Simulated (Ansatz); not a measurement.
**AlH5OSi···HCl: density, localisation and related maps**

Input file:

```
crystal:
  periodic: [false, false, false]
  atoms:
    - { symbol: Si, position_ang: [-0.207462, -0.185551, -0.402282] }
    - { symbol: Cl, position_ang: [-0.243402, 0.991799, 2.720943] }
    - { symbol: H, position_ang: [0.777258, -0.937988, 0.439937] }
    - { symbol: H, position_ang: [0.114262, 1.278431, -0.433627] }
    - { symbol: H, position_ang: [-0.140087, -0.719753, -1.812911] }
    - { symbol: O, position_ang: [-1.776143, -0.409781, 0.165656] }
    - { symbol: Al, position_ang: [-3.286715, -1.216094, -0.038024] }
    - { symbol: H, position_ang: [-3.421583, -2.294676, -1.204469] }
    - { symbol: H, position_ang: [-4.435024, -0.804196, 0.981155] }
    - { symbol: H, position_ang: [-1.343603, 0.559609, 2.09602] }
basis:
  gaussian: { orbitals: def2-SVP }
hamiltonian:
  xc: pbe
relax:
  f_tol: 0.03
  max_steps: 50
output:
  orbitals: {}
```

Run with:

```sh
ansatz run input.yaml --threads 2 --pin off --max-ram 3072MiB --backend cpu --events-out ev --progress --plain --runs-dir out
```

The fields are those of the run's last geometry, not of the input's.

These are results of RKS PBE/def2-SVP in Ansatz 0.2.0, not measurements.

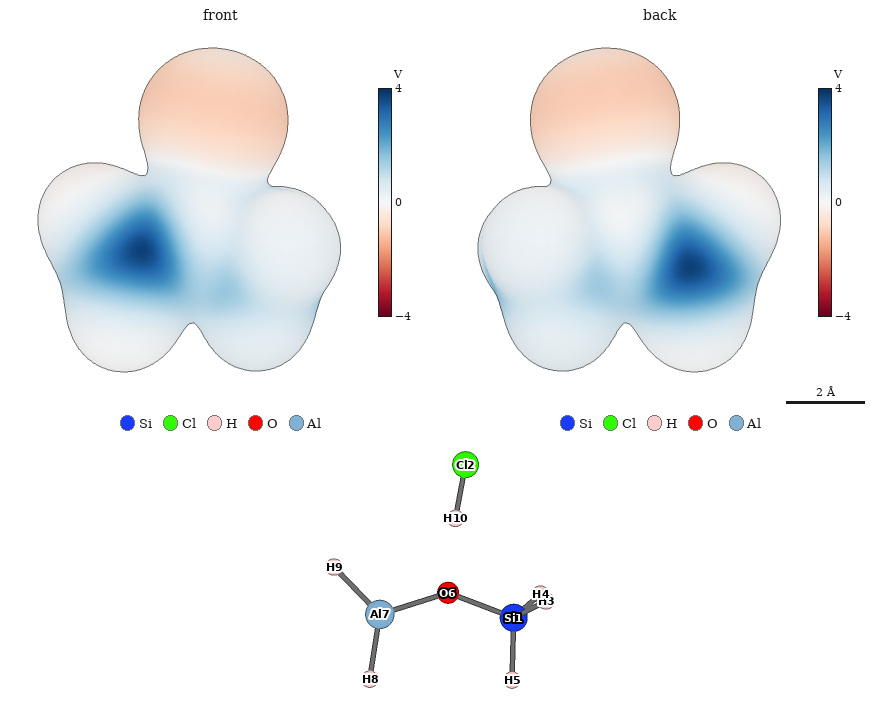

Figure 1. The molecular electrostatic potential painted on the density surface at 0.002 e/bohr³, seen from the front and from behind; the colour scale runs from red (negative) to blue (positive). The bare structure is drawn below in the same view.

Q: Where is the surface potential most negative and most positive?

A: The most negative region (about −1.0 V, or −23 kcal/mol for a unit charge) lies over Cl2, the most positive (about +3.6 V, or +83 kcal/mol for a unit charge) over Al7.

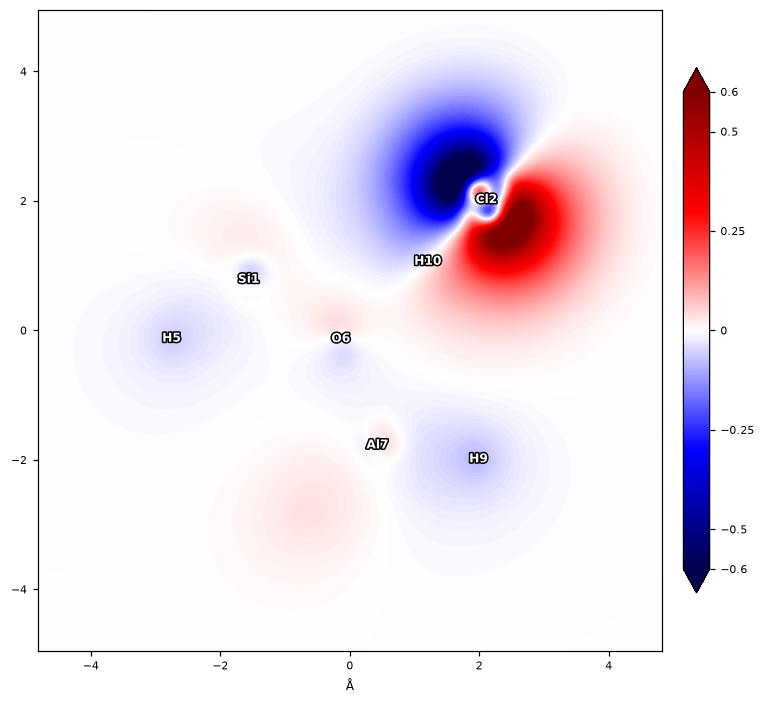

Figure 2. The HOMO−1 on the plane of atoms H5, Si1 and O6 (values in Å⁻³ᐟ²; the overall sign is arbitrary).

Q: Where does this orbital lie, and at what energy?

A: By Hirshfeld shares it lies mainly on Cl2 (about 95 %); largely a lone pair of Cl2. Its energy is −6.77 eV.

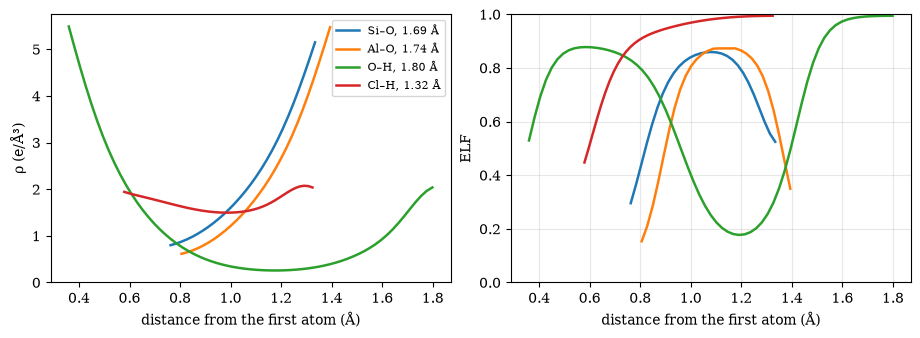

Figure 3. Total electron density and ELF along straight lines between neighbouring atoms. The curves leave out the atomic cores.

Q: What can be read from the curves?

A: Si–O (1.69 Å): the density is about 0.98 e/Å³ at the midpoint; the ELF peaks at about 0.85 between the atoms: a shared but strongly polarised pair.
Al–O (1.74 Å): ρ at the midpoint is about 0.74 e/Å³; the ELF peaks at about 0.85 in the valence shell of O, 0.6 Å from its nucleus, and is about 0.40 at the midpoint.
O6···H10 (1.80 Å): the density falls to about 0.26 e/Å³ on the way; the ELF dips to about 0.20 between them.
Cl–H (1.32 Å): ρ is about 1.8 e/Å³ halfway; the ELF climbs to about 1 towards the hydrogen, as it does in any bond to H (a covalent bond by its length).

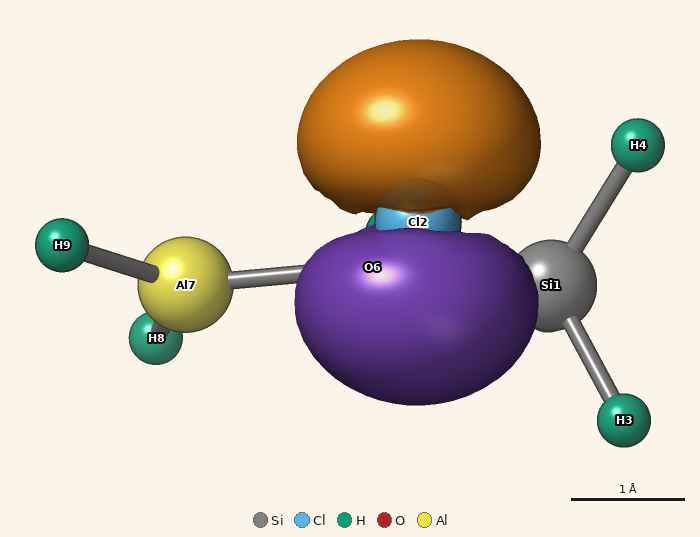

Figure 4. The HOMO at ±0.15 Å⁻³ᐟ² (orange and purple are the two phases), seen from one side.

Q: Where does this orbital lie, and at what energy?

A: By Hirshfeld shares it lies mainly on Cl2 (about 95 %); largely a lone pair of Cl2. Its energy is −6.72 eV.
